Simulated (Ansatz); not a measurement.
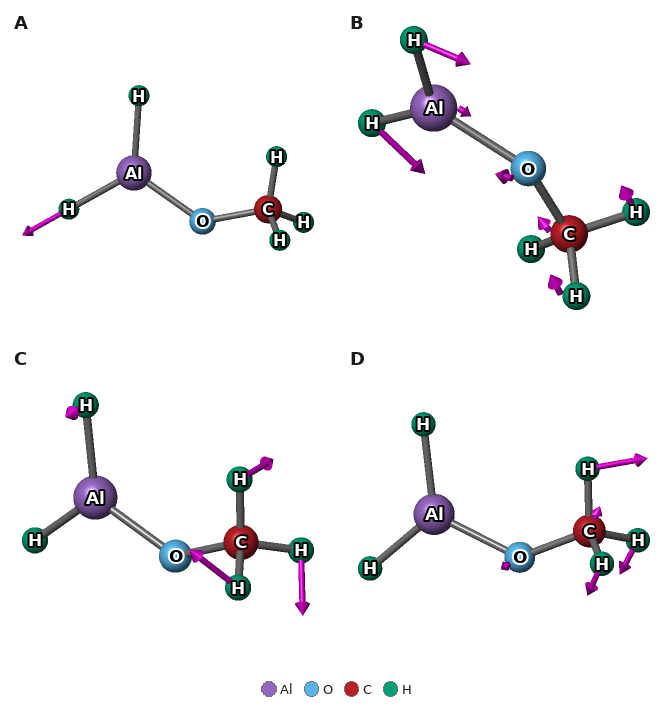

4 normal modes of one molecule or complex, as arrows. Harmonic vibrations computed with RKS PBE0-D4/def2-TZVP (Ansatz 0.2.0) at a stationary point of the same level.

### Match the panels to the wavenumbers 117 cm⁻¹, 705 cm⁻¹, 1177 cm⁻¹, 1963 cm⁻¹.

A: 1963 cm⁻¹, Al–H stretching
B: 705 cm⁻¹
C: 117 cm⁻¹, a torsion or out-of-plane motion in which bond lengths and bond angles hardly change
D: 1177 cm⁻¹
